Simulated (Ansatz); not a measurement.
```
atom    x (Å)    y (Å)    z (Å)
   O  -0.6333   1.8554  -0.6355
  Zr  -0.0510   0.1316  -0.0435
   O  -0.0951  -1.1921  -1.4298
   O  -1.0925  -0.4923   1.4409
   S   2.2980   0.4733   0.6759
   H  -1.0128   2.5717  -1.1359
   H  -0.3007  -1.9550  -1.9612
   H  -1.6056  -0.5450   2.2412
   H   2.4930  -0.8477   0.8479
```

Geometry: PBE0-D4/def2-TZVP; core potentials replace the inner electrons of Zr.

Method: RKS PBE0-D4/def2-TZVPP (Ansatz 0.2.0).

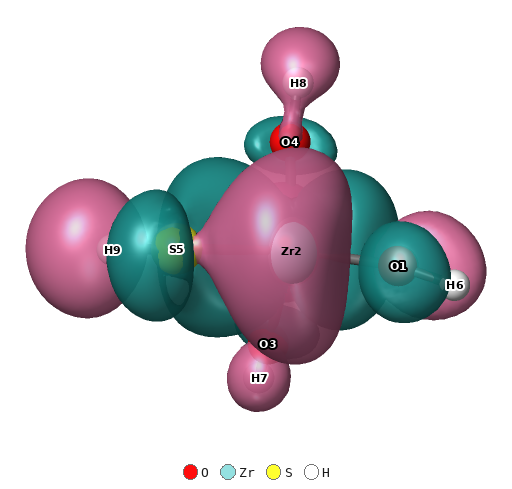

H₄O₃SZr. One frontier orbital at ±0.06 Å⁻³ᐟ² (teal and pink are the two phases), seen across its widest extent.

Question: Which orbital is it: HOMO or LUMO?

Answer: The LUMO, at −0.41 eV. It lies mainly on Zr2 (about 60 %), S5 (about 15 %) and O1 (about 10 %).
